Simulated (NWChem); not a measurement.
# UM06-2X/6-31G(d,p) (spherical functions) run of AlH2O (SMILES [O][AlH2])

What is the vertical ionisation energy of AlH2O at UM06-2X/6-31G** (spherical functions)? 

The calculation is run with NWChem 7.3.0.

**1. The system as given**

AlH2O has 4 atoms, charge 0, and is taken as a doublet. SMILES: `[O][AlH2]`. The coordinates come from a PBE0-D4/def2-TZVP relaxation.

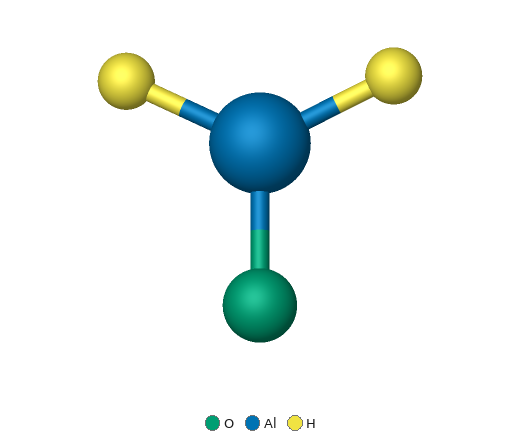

The structure, seen from a chosen angle (oxygen teal, aluminium blue, hydrogen yellow).

**2. A single-point energy at UM06-2X/6-31G(d,p) (spherical functions)**

File input.nw:

```
start input
title "AlH2O"
memory 2200 mb
charge 0
geometry units angstrom noautosym nocenter noautoz
   O     0.062600   -0.856300    1.401400
   Al    0.011300    0.029900   -0.080400
   H    -1.149600   -0.360800   -1.076000
   H     1.131100    1.126800   -0.265300
end
basis spherical bse
   O library 6-31G**
   Al library 6-31G**
   H library 6-31G**
end
dft
   xc m06-2x
   mult 2
   grid fine
   convergence energy 1e-08
   maxiter 100
   mulliken
   print low
end
task dft energy
```

The run is started by

```bash
$ nwchem input.nw > input.out
```

Standard output:

```text
[...]
 d= 0,ls=0.0,diis     1   -318.3780740461 -3.62D+02  7.56D-02  3.73D-01     0.5
[...]
 d= 0,ls=0.5,diis    51   -318.7180385226 -8.68D-09  1.33D-07  8.33D-10    21.9
[...]
         Total DFT energy =     -318.718038526340
      One electron energy =     -528.991488677835
           Coulomb energy =      194.391271870419
    Exchange-Corr. energy =      -27.902955861919
 Nuclear repulsion energy =       43.785134142996
[...]
      Total Density - Mulliken Population Analysis
     ---------------------------------------------
    Atom       Charge   Shell Charges
 -----------   ------   -------------------------------------------------------
    1 O    8     8.39   2.00  0.95  2.71  0.99  1.73  0.01
    2 Al  13    12.39   2.00  2.00  5.97  0.81  1.12  0.16  0.15  0.18
    3 H    1     1.11   0.48  0.63  0.00
    4 H    1     1.11   0.48  0.63  0.00
[...]
      <S2> =      0.7541 (Exact =     0.7500)
[...]
```

Wall time 23 s (1 thread of Intel Xeon 6975P-C (Granite Rapids), shared host); peak memory 0.11 GiB.

**3. The singlet cation at the same level**

File job.nw:

```
start job
title "AlH2O energy"
memory total 2200 mb
charge 1

geometry units angstrom noautosym nocenter noautoz
  O     0.062600   -0.856300    1.401400
  Al    0.011300    0.029900   -0.080400
  H    -1.149600   -0.360800   -1.076000
  H     1.131100    1.126800   -0.265300
end

basis spherical bse
  * library 6-31G**
end

dft
  xc m06-2x
  grid fine
  convergence energy 1e-08
  maxiter 100
  mulliken
  print low
end

task dft energy
```

The run is started by

```bash
$ nwchem job.nw > job.out
```

Standard output:

```text
[...]
 d= 0,ls=0.0,diis     1   -317.4284327891 -3.61D+02  1.33D-01  4.68D+00     0.5
[...]
 d= 0,ls=0.0,diis    13   -318.2516994056 -4.10D-09  9.19D-07  2.58D-09     3.8
         Total DFT energy =     -318.251699405584
      One electron energy =     -522.023083895570
           Coulomb energy =      187.454331939229
    Exchange-Corr. energy =      -27.468081592239
 Nuclear repulsion energy =       43.785134142996
[...]
      Total Density - Mulliken Population Analysis
     ---------------------------------------------
    Atom       Charge   Shell Charges
 -----------   ------   -------------------------------------------------------
    1 O    8     8.06   2.00  1.00  2.61  0.96  1.49  0.01
    2 Al  13    12.23   2.00  2.00  5.97  0.91  1.13  0.06  0.05  0.13
    3 H    1     0.85   0.42  0.43  0.00
    4 H    1     0.85   0.42  0.43  0.00
[...]
```

Wall time 4.5 s (1 thread of Intel Xeon 6975P-C (Granite Rapids), shared host); peak memory 0.11 GiB.

**4. Results**

At UM06-2X/6-31G** (spherical functions):

| quantity | value |
| --- | --- |
| doublet AlH2O: total energy | -318.71804 Eh |
| doublet AlH2O: ⟨S²⟩ | 0.754 |
| singlet cation: total energy | -318.25170 Eh |
| vertical ionisation energy (to the singlet cation) | 12.690 eV |

**Reading.** Removing an electron at fixed nuclei costs 12.69 eV (293 kcal/mol). Only the singlet of the ionised species was computed; a triplet could lie lower. Mulliken charges (singlet cation) run from -0.06 on O1 to +0.77 on Al2; they depend strongly on the basis.
